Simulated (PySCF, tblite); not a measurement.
# C₇H₉O radical: geometry, infrared bands and EPR parameters

Wanted: the infrared bands and EPR parameters of C₇H₉O radical (`[H]/[C]=C1\C[C@H](CO)C1=C`), by calculation.

Programs: tblite 0.8.0 and PySCF 2.14.0, with density-fitted response routines of our own. Each step states its level of theory. These are calculated values for one molecule in the gas phase, unless marked as measured. Atoms count from 0, in the outputs and in this text.

**1. The starting structure**

17 atoms, charge 0, multiplicity 2; geometry from: force field or distance geometry start.

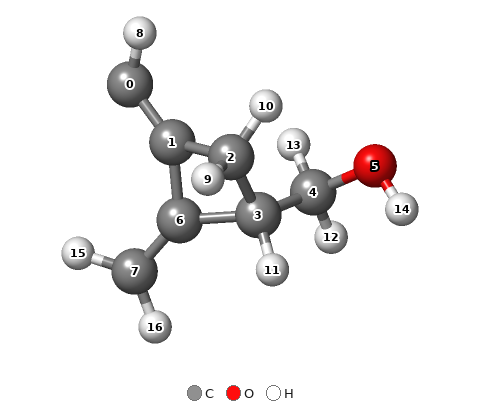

The starting geometry (carbon grey, oxygen red, hydrogen white), atoms numbered; sticks join atoms by distance.

**2. Geometry optimisation with GFN2-xTB**

The job: settings as JSON, then the geometry in Å.

```
{"job": {"kind": "relax", "xc": "GFN2-xTB", "basis": "xTB"}, "charge": 0, "multiplicity": 2}
C     -0.836400     1.500100     1.986300
C     -0.180000     0.635800     1.200200
C      1.106900     0.622800     0.443800
C      0.433300    -0.363200    -0.453400
C     -0.335400     0.163800    -1.611100
O      0.587400     0.868800    -2.390900
C     -0.373900    -0.735200     0.741300
C     -1.005400    -1.818000     1.213600
H     -0.367800     2.468100     2.118200
H      1.927800     0.207300     1.040300
H      1.244600     1.642700     0.018700
H      1.065200    -1.256900    -0.714500
H     -0.821100    -0.608600    -2.239300
H     -1.108000     0.909300    -1.314200
H      1.170100     0.210800    -2.862500
H     -1.514600    -1.694300     2.166100
H     -0.999600    -2.741100     0.647400
```

On the command line:

```bash
> OMP_NUM_THREADS=1 python probes_run.py task.json out
```

This one command runs all jobs of the session in turn.

**Question.** This job is followed by: GFN2-xTB harmonic vibrations, gas phase; UKS B3LYP, pcH-1 on C H O, non-relativistic, mean-field spin-orbit, GIAO. What will the session give for the following? strongest single infrared mode (GFN2-xTB); zero-point energy (GFN2-xTB); g(iso) (B3LYP); ⟨S²⟩; largest a(iso); surface potential, least and greatest.

As calculated:

| quantity | value |
| --- | --- |
| strongest single infrared mode (GFN2-xTB) | 1052 cm⁻¹, 113 km/mol |
| zero-point energy (GFN2-xTB) | 84.9 kcal/mol |
| g(iso) (B3LYP) | 2.00224 |
| ⟨S²⟩ | 0.764 (exact 0.75) |
| largest a(iso) | 13C on C0, 271.7 MHz |
| surface potential, least and greatest | -1.52 V and 2.01 V |

What this shows: Over 87 steps the energy fell by 1.051 eV; of the close pairs, C1–C2 changed most, 1.493 to 1.550 Å. All 45 modes are real, so the xTB geometry is a minimum. The strongest single mode, at 1052 cm⁻¹, is spread over several atoms, O5, C4, H13, H9 among them. Unscaled tight-binding wavenumbers are off by several per cent, some by more. Its intensities can rank the bands wrongly. Most of the unpaired spin sits on C0 (1.04 e). The isotropic g lies 0.1 ppt below the free-electron value.
